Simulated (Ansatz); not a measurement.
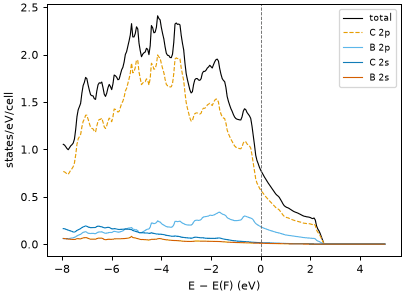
Fig. 1. Total and projected density of states of BC5 in space group P3m1 (No. 156; Pearson symbol hP6), the program Ansatz at the PBE level (PAW)

Problem. Which orbitals carry the states next to the Fermi level?

Solution. Within 0.5 eV of the Fermi level: C 2p 74 %, B 2p 23 %. Projections are on Löwdin-orthogonalised atomic valence shells; empty p or d shells of many metals are not among them.

Problem. Where is the tallest occupied peak in this window, and what makes it?

Solution. Near -4.1 eV, about 2.4 states/eV per cell; the largest projected share is C 2p.

The start of the workflow was typed in or built on a structure type; the Crystallography Open Database copy checked does not list it. Its standing as an ambient phase is unchecked. The PBE relaxation kept the symmetry of its start; whether a distortion lowers the energy is not shown. Its formation energy is positive at this level, so the cell may be metastable or incomplete.

Potentials: the earlier of the program's two PAW sets.
